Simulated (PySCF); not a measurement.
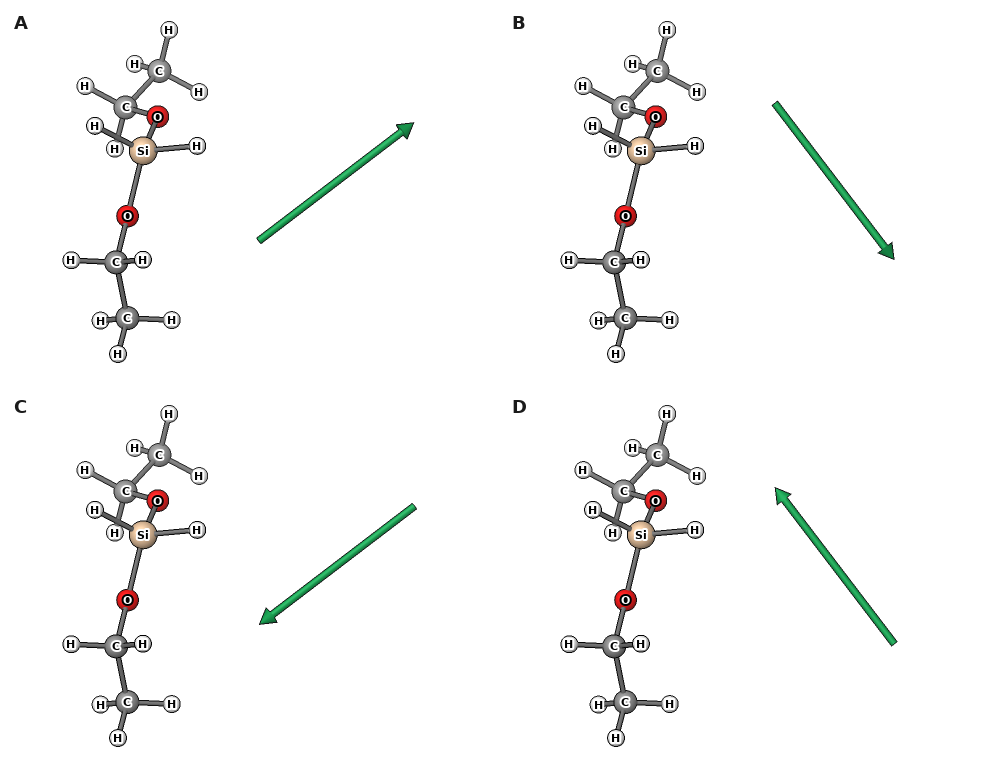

The same molecule four times, each with an arrow. The geometry was computed by an optimisation with GFN2-xTB. No frequency run is at hand to confirm it as a minimum. Method: PBE0/pcSseg-1, gas phase (PySCF 2.14.0).

### Which arrow points along the dipole moment, from the negative to the positive end?

C. The dipole moment is 1.40 D.

The geometry is semi-empirical. Around Si such bond lengths and angles can be off by a tenth of an ångström or more and by several degrees, and values that hang on the shape move with them.
